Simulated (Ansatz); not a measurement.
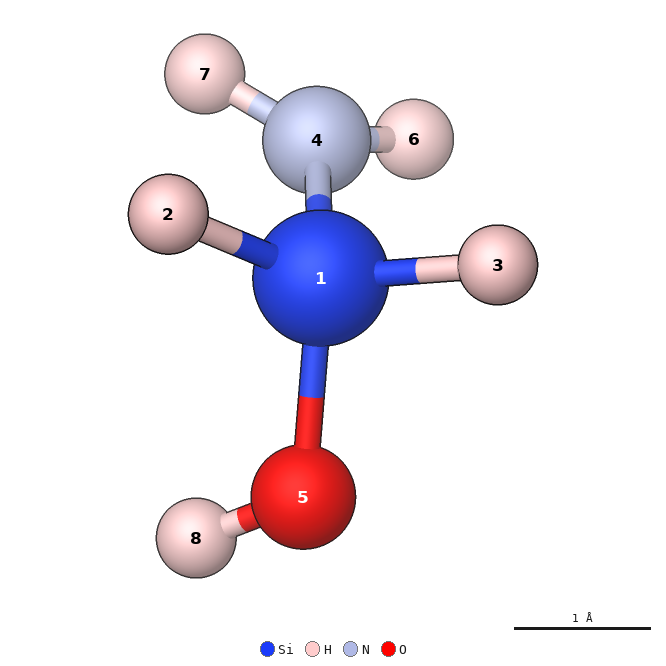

Orthographic view. Depth is shown by fading: the farther an atom, the more it takes the colour of the background. The computed structure is the end point of a PBE0-D4/def2-TZVP optimisation.

Give the geometry as a Z-matrix, atoms in numerical order, with these reference atoms: 2 to 1; 3 to 1, 2; 4 to 1, 3, 2; 5 to 1, 3, 2; 6 to 4, 1, 3; 7 to 4, 6, 1; 8 to 5, 1, 3.

```
Si 
H    1   1.487
H    1   1.479   2   112.7
N    1   1.705   3   110.4   2   116.6
O    1   1.649   3   102.5   2  -118.9
H    4   1.006   1   123.7   3    50.3
H    4   1.005   6   112.5   1  -166.8
H    5   0.958   1   117.3   3   179.8
```
